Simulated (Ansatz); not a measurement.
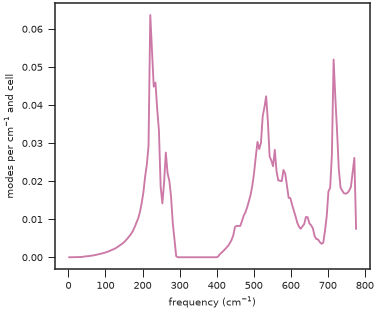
*Phonon density of states of ZrB$_{2}$ in space group P6/mmm (No. 191; Zr on 1a, B on 2d), 3 atoms a cell, plane-wave PAW PBE (Ansatz code)*

**Question.** Estimate the mean frequency and the zero-point energy.

**Answer.** The mean is about 480 cm⁻¹, and (3/2)ħ⟨ω⟩ gives 89.1 meV/atom.

**Question.** What share of the Dulong–Petit heat capacity is reached at 100 K and at 300 K?

**Answer.** 16 % and 65 %.

Symmetry was held in the PBE relaxation; phonons on a q-mesh show no instability. No spin polarisation was allowed. As this level gives no gap, phonon frequencies hold no LO–TO term and depend on the k-mesh and smearing (Fermi–Dirac, 0.1 eV here). Spin–orbit coupling is left out wherever it is not named.

Potentials: the later of the program's two PAW sets.
